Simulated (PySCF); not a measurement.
C₈H₆OS, SMILES Oc1ccc2cscc2c1, geometry in Å:

```xyz
16

O      3.0077    -0.7141    -0.0911
C      1.7082    -0.3097    -0.0572
C      1.4906     1.0966    -0.1274
C      0.2379     1.6157    -0.1023
C     -0.8773     0.7451    -0.0051
C     -2.2149     1.0609     0.0359
S     -3.1951    -0.3314     0.1569
C     -1.8387    -1.3730     0.1567
C     -0.6576    -0.6762     0.0661
C      0.6645    -1.1827     0.0375
H      3.0532    -1.6763    -0.0394
H      2.3638     1.7250    -0.2013
H      0.0726     2.6810    -0.1553
H     -2.6679     2.0313     0.0012
H     -1.9816    -2.4326     0.2223
H      0.8270    -2.2507     0.0912
```

GIAO shifts, PBE0/pcSseg-1 with PySCF 2.14.0, at a GFN2-xTB geometry (no frequency check), against TMS for ¹H computed at the same level. Gas phase, fully decoupled, line heights follow the number of nuclei, widths are arbitrary (no quadrupolar broadening); values of one conformer, averaged over methyl-type rotors and exact or near symmetry. Protons on N, O or S are those of the isolated molecule, without hydrogen bonds to neighbours or exchange.

Which ¹H signals does it give?

6 signals.


| δ (ppm) | nuclei | atoms |
| --- | --- | --- |
| 7.86 | 1 | H13 |
| 7.52 | 1 | H14 |
| 7.16 | 1 | H15 |
| 7.11 | 1 | H12 |
| 6.87 | 1 | H16 |
| 4.28 | 1 | H11 |

The order of signals that lie close, as those under 0.08 ppm apart, is within the error of the method.

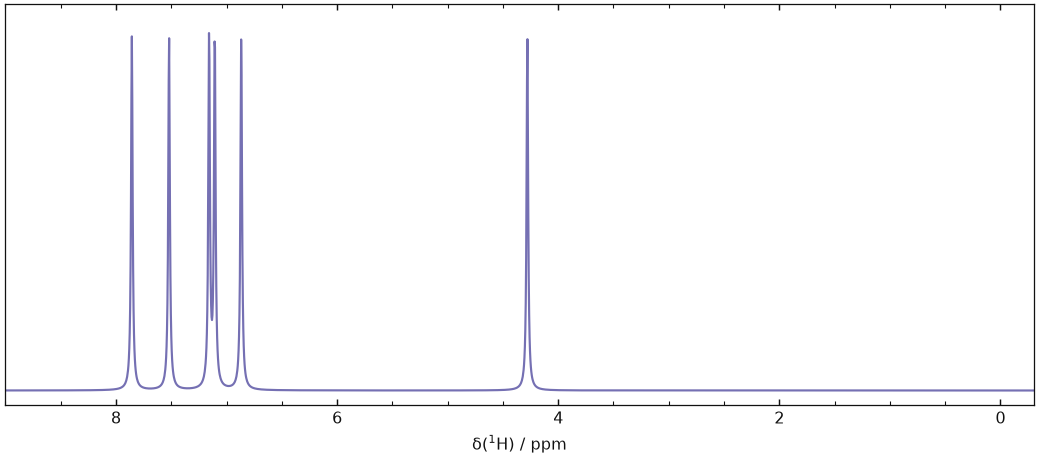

Caveats: the tight-binding geometry is rougher than a DFT one and adds to the error.
